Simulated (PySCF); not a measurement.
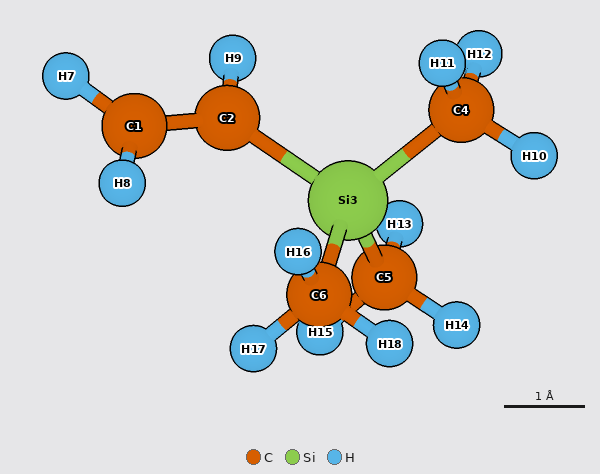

Fig. 1: The structure as given in the input (ball-and-stick view, seen at a tilt; atoms are numbered from 1 in the order of the input). Bond lengths as drawn: C–C 1.34 Å, C–H 1.10 Å and C–Si 1.88 Å.

## Two runs on C$_{5}$H$_{12}$Si

System: C$_{5}$H$_{12}$Si.
Method of run 1: GIAO KT2/pcSseg-1 NMR shielding, non-relativistic, gas phase (PySCF 2.14.0).

The geometry comes from this level: PBE0-D3(BJ)/def2-SVP. Text and figures count atoms from 1; the logs count them from 0 in places.

**Input, run 1**
```
{"job": {"kind": "nmr", "xc": "KT2", "basis": "pcSseg-1", "pop": false}, "charge": 0, "multiplicity": 1}
C      2.490176    -0.484077     0.467520
C      1.417745     0.240027     0.808818
Si    -0.273369     0.107318     0.001254
C     -0.749918     1.788409    -0.702727
C     -1.534943    -0.397835     1.305597
C     -0.220907    -1.177638    -1.371499
H      3.458199    -0.373131     0.970134
H      2.453924    -1.228721    -0.336322
H      1.540878     0.964786     1.627169
H     -1.746589     1.752555    -1.171123
H     -0.026208     2.117189    -1.464921
H     -0.777630     2.554803     0.088196
H     -1.561964     0.328950     2.133078
H     -2.547583    -0.454562     0.874914
H     -1.289345    -1.383424     1.731084
H      0.507341    -0.905127    -2.151496
H      0.051164    -2.171026    -0.981346
H     -1.208473    -1.265868    -1.851631
```

The first line tells a small driver script what to run in PySCF; the rest is the geometry in Å.

Hardware: 1 CPU thread, shared host.

**Output (run 1)**
```
coarse grid: 14496 points
cycle   1  E = -493.0663091339  dE =  1.225e-01  |g| = 7.003e-01  |ddm| = 3.664e+00
cycle   2  E = -492.9182605780  dE =  1.480e-01  |g| = 9.947e-01  |ddm| = 1.592e+00
cycle   3  E = -493.2007489563  dE = -2.825e-01  |g| = 1.178e-01  |ddm| = 1.029e+00
cycle   4  E = -493.2040983272  dE = -3.349e-03  |g| = 5.506e-02  |ddm| = 1.466e-01
cycle   5  E = -493.2049124351  dE = -8.141e-04  |g| = 1.020e-02  |ddm| = 4.687e-02
cycle   6  E = -493.2049404338  dE = -2.800e-05  |g| = 3.244e-03  |ddm| = 1.498e-02
cycle   7  E = -493.2049428546  dE = -2.421e-06  |g| = 6.745e-04  |ddm| = 3.439e-03
final grid: 132432 points
cycle   8  E = -493.2263414790  dE = -1.400e-04  |g| = 1.940e-02  |ddm| = 3.828e-02
cycle   9  E = -493.2262736471  dE =  6.783e-05  |g| = 2.411e-02  |ddm| = 3.364e-02
cycle  10  E = -493.2264183587  dE = -1.447e-04  |g| = 2.024e-03  |ddm| = 2.106e-02
cycle  11  E = -493.2264192209  dE = -8.623e-07  |g| = 4.501e-04  |ddm| = 2.001e-03
cycle  12  E = -493.2264192797  dE = -5.878e-08  |g| = 8.363e-05  |ddm| = 6.209e-04
cycle  13  E = -493.2264192808  dE = -1.091e-09  |g| = 5.263e-05  |ddm| = 1.050e-04
cycle  14  E = -493.2264192815  dE = -7.090e-10  |g| = 1.743e-05  |ddm| = 5.121e-05
converged SCF energy = -493.2264192815

GIAO shielding tensors (ppm)
atom      isotropic    diamagn.    paramagn.     s11        s22        s33       span
  0 C       53.734     255.105    -201.371    -56.386     57.364    160.224    216.610
  1 C       44.998     262.826    -217.827    -65.378     34.550    165.823    231.201
  2 Si     368.087     886.179    -518.092    358.841    363.027    382.392     23.551
  3 C      183.501     254.930     -71.430    179.700    182.009    188.793      9.093
  4 C      183.373     254.940     -71.566    179.374    182.033    188.713      9.339
  5 C      187.751     255.975     -68.224    182.357    189.909    190.987      8.630
  6 H       25.204      28.537      -3.333     22.407     24.231     28.975      6.568
  7 H       25.484      32.999      -7.515     22.498     23.928     30.026      7.528
  8 H       25.032      32.122      -7.089     22.721     24.779     27.597      4.876
  9 H       31.136      30.944       0.192     27.194     28.686     37.529     10.335
 10 H       31.144      31.324      -0.180     27.010     28.748     37.675     10.665
 11 H       31.012      31.101      -0.089     26.909     28.488     37.639     10.730
 12 H       31.013      31.113      -0.101     26.914     28.484     37.640     10.726
 13 H       31.137      30.954       0.183     27.212     28.673     37.527     10.315
 14 H       31.154      31.362      -0.208     27.011     28.790     37.662     10.651
 15 H       31.048      32.215      -1.167     27.306     28.105     37.732     10.426
 16 H       31.036      32.251      -1.215     27.286     28.132     37.689     10.403
 17 H       31.180      31.340      -0.160     27.209     28.868     37.462     10.253
```

For run 2 the input was changed thus:
```diff
-"xc": "KT2"
+"xc": "KT3"
```

What does this change do to the results?

The total energies belong to different methods, so their difference says nothing on which is more stable or more accurate. The LUMO goes from −1.10 to −1.04 eV. Of all shieldings, the largest change is that of Si3, by +4.8 ppm. The functional changes from KT2 to KT3. The number of SCF iterations is the same.

**Output (run 2)**
```
coarse grid: 14496 points
cycle   1  E = -492.6059157572  dE =  9.921e-02  |g| = 7.225e-01  |ddm| = 3.676e+00
cycle   2  E = -492.4498908460  dE =  1.560e-01  |g| = 1.020e+00  |ddm| = 1.731e+00
cycle   3  E = -492.7495246956  dE = -2.996e-01  |g| = 1.189e-01  |ddm| = 1.123e+00
cycle   4  E = -492.7528339692  dE = -3.309e-03  |g| = 5.842e-02  |ddm| = 1.482e-01
cycle   5  E = -492.7537421266  dE = -9.082e-04  |g| = 1.147e-02  |ddm| = 4.972e-02
cycle   6  E = -492.7537783055  dE = -3.618e-05  |g| = 3.091e-03  |ddm| = 1.603e-02
cycle   7  E = -492.7537803586  dE = -2.053e-06  |g| = 8.041e-04  |ddm| = 3.500e-03
final grid: 132432 points
cycle   8  E = -492.7691879080  dE = -1.614e-04  |g| = 1.154e-02  |ddm| = 3.851e-02
cycle   9  E = -492.7691847685  dE =  3.140e-06  |g| = 9.250e-03  |ddm| = 1.452e-02
cycle  10  E = -492.7691999330  dE = -1.516e-05  |g| = 2.298e-03  |ddm| = 9.910e-03
cycle  11  E = -492.7692012627  dE = -1.330e-06  |g| = 6.481e-04  |ddm| = 2.266e-03
cycle  12  E = -492.7692013727  dE = -1.100e-07  |g| = 1.632e-04  |ddm| = 6.125e-04
cycle  13  E = -492.7692013796  dE = -6.867e-09  |g| = 5.669e-05  |ddm| = 2.127e-04
cycle  14  E = -492.7692013805  dE = -9.755e-10  |g| = 7.336e-06  |ddm| = 6.945e-05
converged SCF energy = -492.7692013805

GIAO shielding tensors (ppm)
atom      isotropic    diamagn.    paramagn.     s11        s22        s33       span
  0 C       55.032     254.322    -199.290    -55.319     60.934    159.481    214.801
  1 C       46.992     262.540    -215.548    -63.274     38.683    165.566    228.839
  2 Si     372.887     885.336    -512.450    363.107    368.770    386.783     23.677
  3 C      182.527     254.083     -71.556    179.159    181.065    187.357      8.198
  4 C      182.416     254.090     -71.675    178.872    181.088    187.287      8.415
  5 C      186.229     255.168     -68.939    181.484    188.137    189.067      7.583
  6 H       25.364      28.711      -3.346     22.528     24.438     29.127      6.599
  7 H       25.662      33.131      -7.469     22.609     24.148     30.230      7.622
  8 H       25.235      32.459      -7.224     22.823     25.014     27.867      5.044
  9 H       31.282      31.050       0.232     27.443     28.877     37.525     10.082
 10 H       31.282      31.451      -0.169     27.268     28.931     37.647     10.379
 11 H       31.160      31.215      -0.055     27.169     28.679     37.632     10.463
 12 H       31.161      31.228      -0.067     27.174     28.675     37.635     10.461
 13 H       31.282      31.060       0.223     27.460     28.864     37.523     10.063
 14 H       31.291      31.489      -0.198     27.266     28.972     37.635     10.368
 15 H       31.173      32.391      -1.218     27.559     28.296     37.664     10.106
 16 H       31.161      32.428      -1.267     27.538     28.321     37.624     10.086
 17 H       31.338      31.492      -0.154     27.473     29.076     37.464      9.990
```

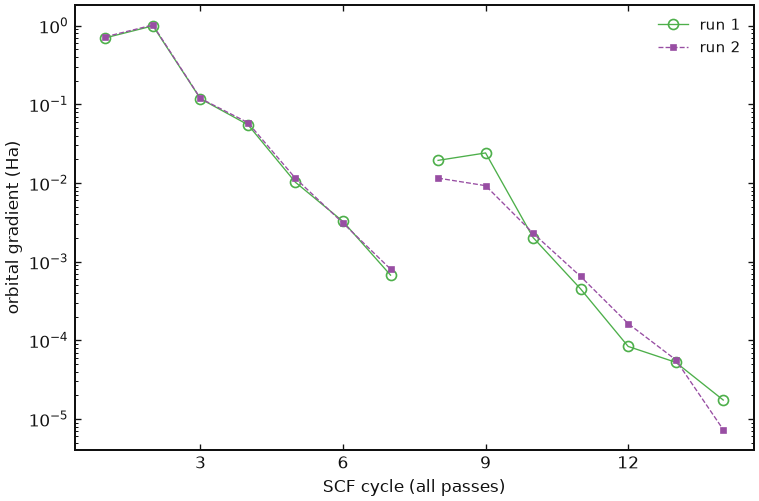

Fig. 2: Convergence of the two runs: orbital gradient against the SCF cycle. A break in a curve parts two SCF passes (coarse and final grid). Run 1 takes 14 cycles in all, and run 2 takes 14.

**The two runs side by side**

| quantity | run 1 | run 2 |
| --- | --- | --- |
| outcome | converged | converged |
| total energy (hartree) | −493.226419 | −492.769201 |
| HOMO (eV) | −6.47 | −6.46 |
| LUMO (eV) | −1.10 | −1.04 |
| dipole moment (D) | 0.19 | 0.18 |
| shielding of C1 (ppm) | 53.7 | 55.0 |
| shielding of C2 (ppm) | 45.0 | 47.0 |
| shielding of Si3 (ppm) | 368.1 | 372.9 |
| shielding of C4 (ppm) | 183.5 | 182.5 |
| shielding of C5 (ppm) | 183.4 | 182.4 |
| shielding of C6 (ppm) | 187.8 | 186.2 |
| shielding of H9 (ppm) | 25.0 | 25.2 |
| SCF iterations | 14 | 14 |
| basis functions | 169 | 169 |
| wall time (shared host) | 46 s | 44 s |
